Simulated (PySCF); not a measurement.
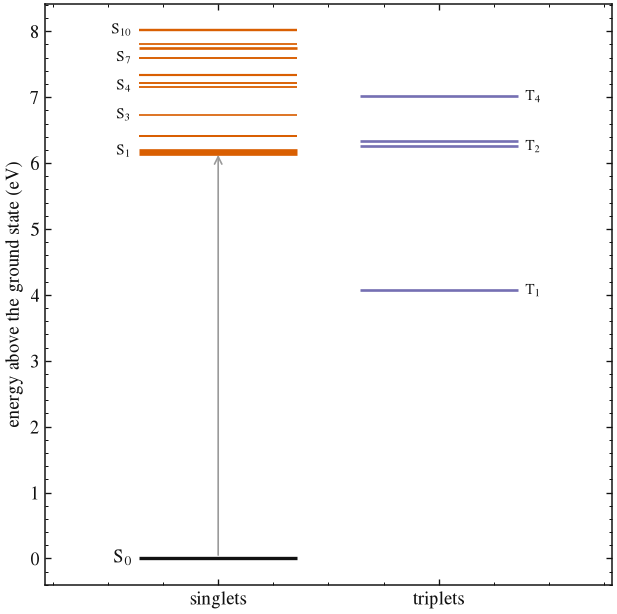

State diagram of C₄H₈Si, SMILES [SiH3]CC1=CC1. Vertical TDDFT excitations, CAM-B3LYP/def2-SVPD, PySCF 2.14.0, at a PBE0-D3(BJ)/def2-SVP geometry (no frequency check), gas phase. Triplets in the Tamm-Dancoff approximation; only the lowest 10 singlets and 4 triplets were computed. Thicker singlet lines are brighter; the arrow marks the brightest.

Q: What are the energy, strength and character of the state that the arrow marks?

A: S1 at 6.17 eV (201 nm), f = 0.198, mixed, the largest part being HOMO → LUMO (49 %).

Q: How many of the triplet levels drawn lie below S1?

A: 1 of 4 (T1 4.07 eV, T2 6.25 eV, T3 6.33 eV, T4 7.01 eV; S1 6.17 eV).

Q: What character does the calculation give T1?

A: Mixed, the largest part being HOMO → LUMO+1 (42 %).

Known limits of this run: one conformer of a flexible molecule; core orbitals are frozen in the response.
